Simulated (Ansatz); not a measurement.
# SiCl4 (silicon tetrachloride): BCCD(T)/cc-pVDZ

What is the vertical ionisation energy of SiCl4 (silicon tetrachloride) at BCCD(T)/cc-pVDZ? 

The calculation is run with Ansatz 0.2.0.

43 further runs of the same task are left out: 3 that didn't finish, 40 set aside as unsound or not needed.

**1. The structure to begin with**

SiCl4: 5 atoms, total charge 0, spin state singlet. As SMILES, `Cl[Si](Cl)(Cl)Cl`. Geometry: relaxed at PBE0-D4/def2-TZVP.

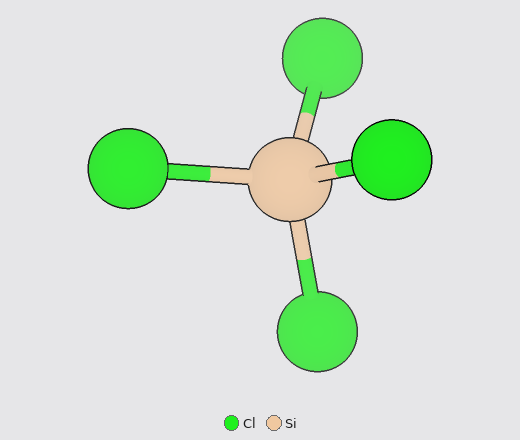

The structure, seen from a chosen angle (chlorine green, silicon light orange).

**2. The energy at BCCD(T)/cc-pVDZ**

The input, in.yaml:

```yaml
crystal:
  periodic: [false, false, false]
  atoms:
    - symbol: Cl
      position_ang: [-0.962600, -0.087600, 1.762300]
    - symbol: Si
      position_ang: [0.010000, -0.014700, -0.008300]
    - symbol: Cl
      position_ang: [1.655400, -1.185900, 0.078100]
    - symbol: Cl
      position_ang: [-1.212100, -0.676900, -1.476100]
    - symbol: Cl
      position_ang: [0.559300, 1.891400, -0.397500]
basis:
  gaussian:
    orbitals: cc-pVDZ
correlation:
  method: bccd_t
  frozen_orbitals: {Cl: 5, Si: 5}
accuracy: high
scf:
  omitted_lower_state_checks: [cluster_reference, increment]
```

The run is started by

```sh
$ ansatz run in.yaml --threads 1 --pin off --max-ram 3480MiB --events-out events.jsonl --progress --plain --runs-dir runs
```

The program printed:

```text
Warning: RAYON_NUM_THREADS=1 ignored (pool sized by the plan → 1); use --threads N
Functional definition: HF
  name "HF"
  exchange = exact_x
  correlation = 0
these checks for a lower state are left out or cut short: cluster_reference, increment
2011 factors; integrals over basis functions are off by at most 3.0e-9 eV
mean field evaluation 1: about -57880.3147 eV, gradient 2.4e1 eV
mean field evaluation 2: about -57880.7578 eV, gradient 2.5e1 eV
mean field evaluation 4: about -57882.6460 eV, gradient 1.7e0 eV
mean field evaluation 8: about -57882.6898 eV, gradient 3.5e-2 eV
mean field evaluation 16: about -57882.6898 eV, gradient 3.0e-7 eV
mean field -57882.68977649 eV, -2127.1496149898 hartree, gradient 1.9e-8 eV, S^2 0.000000; 0 other end points of the search recorded, 0 dependent functions left out
25 core orbitals not correlated: weight in the atoms' cores, before any rotation towards them, 1.000 or more for the frozen orbitals, at most 0.000 for the correlated occupied ones
reference -57882.68977649 eV, -2127.1496149898 hartree; 16, 16 occupied and 49, 49 virtual orbitals, 2011 factors
second order -16.92268322 eV of doubles, -0.00000000 eV of singles
cycle   1  -17.79401386 eV  change   -8.7e-1 eV  update   7.8e-2
cycle   2  -18.06502756 eV  change   -2.7e-1 eV  update   2.2e-2
cycle   3  -18.12078527 eV  change   -5.6e-2 eV  update   1.1e-2
cycle   4  -18.11864447 eV  change    2.1e-3 eV  update   2.1e-3
cycle   5  -18.11649576 eV  change    2.1e-3 eV  update   6.6e-4
cycle   6  -18.11604922 eV  change    4.5e-4 eV  update   1.9e-4
cycle   7  -18.11603112 eV  change    1.8e-5 eV  update   4.2e-5
cycle   8  -18.11604539 eV  change   -1.4e-5 eV  update   1.1e-5
cycle   9  -18.11604604 eV  change   -6.5e-7 eV  update   2.4e-6
cycle  10  -18.11604583 eV  change    2.0e-7 eV  update   7.0e-7
cycle  11  -18.11604620 eV  change   -3.7e-7 eV  update   1.9e-7
cycle  12  -18.11604631 eV  change   -1.1e-7 eV  update   5.8e-8
cycle  13  -18.11604631 eV  change   -3.5e-9 eV  update   3.0e-8
cycle  14  -18.11604632 eV  change   -8.4e-9 eV  update   2.1e-8
cycle  15  -18.11604633 eV  change   -1.1e-8 eV  update   1.1e-7
cycle  16  -18.11604633 eV  change    6.6e-9 eV  update   2.2e-8
cycle  17  -18.11604633 eV  change   -1.5e-9 eV  update   4.8e-9
cycle  18  -18.11604633 eV  change   2.9e-10 eV  update   1.5e-9
perturbative correction -0.43802304 eV, -0.0160970497 hartree
Total energy: -57901.24384586 eV, -2127.8314644626 hartree
Checks for a lower state left out: cluster_reference, increment
```

Wall time 13 s (1 thread of Intel Xeon 6975P-C (Granite Rapids), shared host); peak memory 0.54 GiB.

**3. The doublet cation**

The input, molecule.yaml:

```yaml
crystal:
  periodic: [false, false, false]
  atoms:
    - symbol: Cl
      position_ang: [-0.962600, -0.087600, 1.762300]
    - symbol: Si
      position_ang: [0.010000, -0.014700, -0.008300]
    - symbol: Cl
      position_ang: [1.655400, -1.185900, 0.078100]
    - symbol: Cl
      position_ang: [-1.212100, -0.676900, -1.476100]
    - symbol: Cl
      position_ang: [0.559300, 1.891400, -0.397500]
basis:
  gaussian: {orbitals: cc-pVDZ}
total_charge: 1
magnetization: {spin_polarized: true, initial_magnetization: 1}
correlation: {method: bccd_t, frozen_orbitals: {Cl: 5, Si: 5}}
accuracy: high
scf: {omitted_lower_state_checks: [cluster_reference, increment]}
```

The run is started by

```sh
$ ansatz run molecule.yaml --threads 1 --pin off --max-ram 3480MiB --events-out events.jsonl --progress --plain --runs-dir runs
```

The program printed:

```text
Warning: RAYON_NUM_THREADS=1 ignored (pool sized by the plan → 1); use --threads N
[... 22 lines left out ...]
25 core orbitals not correlated: weight in the atoms' cores, before any rotation towards them, 1.000 or more for the frozen orbitals, at most 0.000 for the correlated occupied ones
[... 74 lines left out ...]
cycle  73  -17.91603332 eV  change    3.3e-8 eV  update   4.1e-7
cycle  74  -17.91603333 eV  change   -1.3e-8 eV  update   3.4e-7
cycle  75  -17.91603337 eV  change   -3.4e-8 eV  update   3.0e-7
cycle  76  -17.91603326 eV  change    1.0e-7 eV  update   2.7e-7
cycle  77  -17.91603318 eV  change    8.3e-8 eV  update   2.5e-7
cycle  78  -17.91603315 eV  change    3.2e-8 eV  update   2.2e-7
cycle  79  -17.91603318 eV  change   -2.8e-8 eV  update   2.1e-7
cycle  80  -17.91603315 eV  change    3.1e-8 eV  update   2.0e-7
cycle  81  -17.91603308 eV  change    6.4e-8 eV  update   1.8e-7
cycle  82  -17.91603304 eV  change    4.1e-8 eV  update   1.8e-7
cycle  83  -17.91603300 eV  change    4.7e-8 eV  update   1.7e-7
cycle  84  -17.91603298 eV  change    1.5e-8 eV  update   1.6e-7
cycle  85  -17.91603298 eV  change    5.4e-9 eV  update   1.5e-7
cycle  86  -17.91603295 eV  change    2.7e-8 eV  update   1.3e-7
cycle  87  -17.91603292 eV  change    3.3e-8 eV  update   1.1e-7
cycle  88  -17.91603296 eV  change   -4.2e-8 eV  update   9.2e-8
cycle  89  -17.91603300 eV  change   -4.4e-8 eV  update   6.6e-8
cycle  90  -17.91603305 eV  change   -5.1e-8 eV  update   4.3e-8
cycle  91  -17.91603306 eV  change   -6.8e-9 eV  update   2.9e-8
cycle  92  -17.91603305 eV  change    6.1e-9 eV  update   2.4e-8
cycle  93  -17.91603305 eV  change   -1.1e-9 eV  update   2.1e-8
cycle  94  -17.91603306 eV  change   -4.0e-9 eV  update   1.8e-8
cycle  95  -17.91603307 eV  change   -9.3e-9 eV  update   1.5e-8
cycle  96  -17.91603307 eV  change   -4.5e-9 eV  update   1.1e-8
cycle  97  -17.91603307 eV  change   -2.4e-9 eV  update   9.2e-9
cycle  98  -17.91603307 eV  change    1.7e-9 eV  update   7.8e-9
cycle  99  -17.91603307 eV  change  -5.9e-10 eV  update   7.0e-9
cycle 100  -17.91603307 eV  change  -3.1e-10 eV  update   6.8e-9
cycle 101  -17.91603308 eV  change   -1.5e-9 eV  update   6.6e-9
cycle 102  -17.91603308 eV  change   -1.7e-9 eV  update   6.3e-9
cycle 103  -17.91603308 eV  change  -5.2e-10 eV  update   6.0e-9
cycle 104  -17.91603308 eV  change  -8.1e-10 eV  update   5.6e-9
cycle 105  -17.91603308 eV  change  -8.5e-10 eV  update   5.3e-9
cycle 106  -17.91603308 eV  change   -2.1e-9 eV  update   4.9e-9
cycle 107  -17.91603308 eV  change   -1.1e-9 eV  update   4.4e-9
cycle 108  -17.91603308 eV  change  -8.6e-10 eV  update   4.0e-9
cycle 109  -17.91603308 eV  change   8.0e-10 eV  update   3.5e-9
perturbative correction -0.62920981 eV, -0.0231230341 hartree
Total energy: -57889.51944796 eV, -2127.4006007868 hartree
Checks for a lower state left out: cluster_reference, increment
```

Wall time 3.4 min (1 thread of Intel Xeon 6975P-C (Granite Rapids), shared host); peak memory 0.97 GiB.

**4. What came out**

Level: BCCD(T)/cc-pVDZ, 25 core orbitals frozen.

```
                                                    quantity           value
                                 singlet SiCl4: total energy  -2127.83146 Eh
 singlet SiCl4: correlation energy (25 core orbitals frozen)      -681.8 mEh
                               singlet SiCl4: (T) correction      -16.10 mEh
                                doublet cation: total energy  -2127.40060 Eh
doublet cation: correlation energy (25 core orbitals frozen)      -681.5 mEh
                              doublet cation: (T) correction      -23.12 mEh
           doublet cation: ⟨S²⟩ of the reference determinant           0.760
          vertical ionisation energy (to the doublet cation)       11.724 eV
```

What this shows: The vertical ionisation energy comes to 11.72 eV (1131 kJ/mol). The triples (singlet SiCl4) make up 2.4 % of the correlation energy. The triples (doublet cation) make up 3.4 % of the correlation energy.
